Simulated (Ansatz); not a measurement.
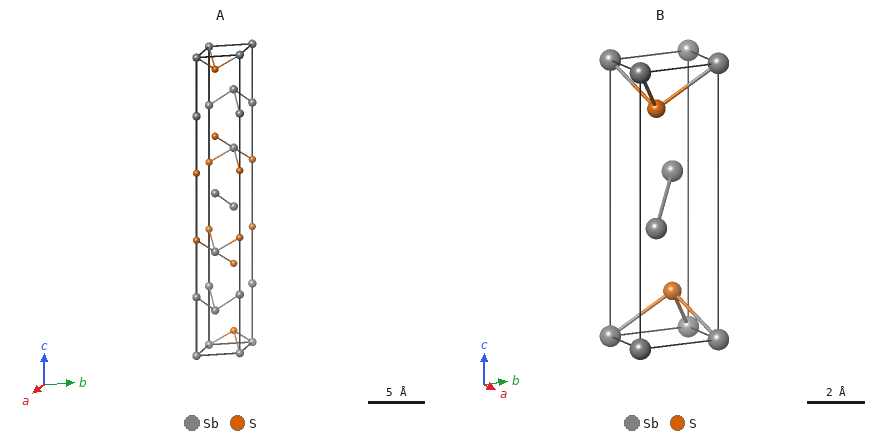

Two structures of Sb3S2, each relaxed to rest (conventional cells in solid outline, small ones repeated, not to one scale). Method: DFT PBE, scalar-relativistic, plane waves, PAW in Ansatz, without spin polarisation.

Which two forms are compared?

A: 15 atoms a cell on a rhombohedral (trigonal R) lattice, R-3m. B: 5 atoms a cell on a primitive hexagonal lattice, P-3m1.

Which form lies lower?

A is lower, by 21 meV/atom at this level of theory (energies at zero smearing). Volumes: A 26.4, B 26.7 Å³/atom.

One or both may be structure types tried for this composition rather than known phases.
